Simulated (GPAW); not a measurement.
**PbF2 (Fm-3m): how ε∞ follows the gap**

The empty bands of PbF2 (Fm-3m) are shifted up rigidly by Δ, and ε∞ is computed for each shift.

It takes space group Fm-3m (No. 225, cubic). The conventional cell has a = 5.927 Å, b = 5.927 Å, c = 5.927 Å, α = 90.00°, β = 90.00°, γ = 90.00°. Pb on site a has 8 F at 2.57 Å as nearest neighbours. F on site c is surrounded by 4 Pb at 2.57 Å.

Method: GPAW 26.7.0, PBE, RPA, k-mesh 9×9×9, local fields up to 50 eV, Lorentzian half width 0.15 eV.

Launch of the response step: `OMP_NUM_THREADS=1 python df.py`. The series took 3.2 min in all, its band step included, on 1 thread of Arm Neoverse V1 (shared host).

```
Δ (eV)     ε∞
  0.00  3.186
  0.40  3.091
  0.80      ?
  1.20  2.927
  1.60  2.856
  2.00  2.790
```

With one effective transition at E₀ and fixed dipole strength, ε∞ − 1 = A/(E₀ + Δ), so 1/(ε∞ − 1) is linear in Δ.

Working, on the rows shown:

| x = Δ (eV) | y = 1/(ε∞ − 1) |
| --- | --- |
| 0 | 0.457457 |
| 0.4 | 0.47824 |
| 1.2 | 0.518941 |
| 1.6 | 0.538793 |
| 2 | 0.558659 |

Means: x̄ = 1.04, ȳ = 0.51042. Σ(x − x̄)(y − ȳ) = 0.1392, Σ(x − x̄)² = 2.752. Slope = 0.1392 / 2.752 = 0.0506; intercept = ȳ − slope · x̄ = 0.4578. Turned back into ε∞, the line misses the rows shown by at most 0.0016.

Fill in the last column of the withheld row.

At x = 0.8 the line gives y = 0.49828, that is 3.007. The run gave 3.005, so the interpolation is off by 0.0019, 0.5 % of the range in the table.

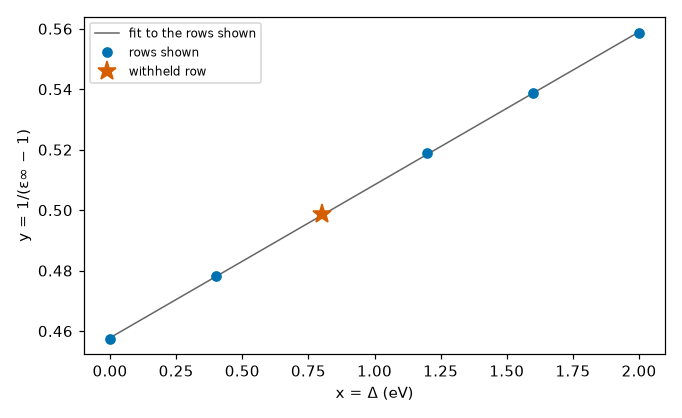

Refitted with all rows, the slope is 0.05056 and the intercept 0.45791. These give E₀ = intercept/slope = 9.1 eV, far above the least direct gap of 4.56 eV: most of the screening comes from transitions well over the edge. Over the first step ε∞ falls by 7 % per eV. The cell comes from an older database entry, whose edges can be off by a per cent or so. Excitons are left out. The values come from a sum over the points of one k-mesh and carry its error, which grows as the direct gap shrinks. This version of GPAW has incomplete matrix elements in the optical limit, which can lower ε − 1 by up to a tenth where first-row anions or d states rule. Spin-orbit coupling is left out.

[Logs are printed without paths, hosts, clocks, repeated set-up lines and the standing remarks that a program may print on its own settings, such as how far it seeks lower states.]
